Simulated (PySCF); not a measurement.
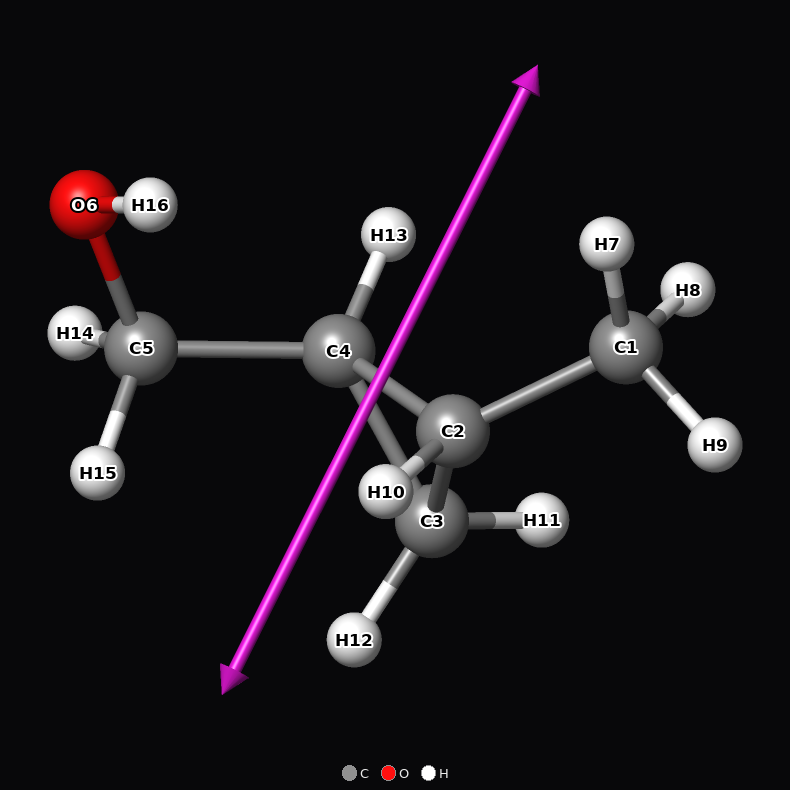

The double arrow shows the direction of the transition dipole to excited singlet state 3 (its length means nothing). Computed geometry: GFN2-xTB optimisation. No frequency run is at hand to confirm it as a minimum. Method: TDDFT ωB97X-D/def2-SVPD, vertical, gas phase, core orbitals frozen in the response (PySCF 2.14.0).

Question. Where does the transition lie, and how strong is it?

Answer. 8.40 eV (148 nm), oscillator strength 0.021, of mixed character, with the largest part HOMO → LUMO+2 (weight 0.43); transition dipole 0.82 D.
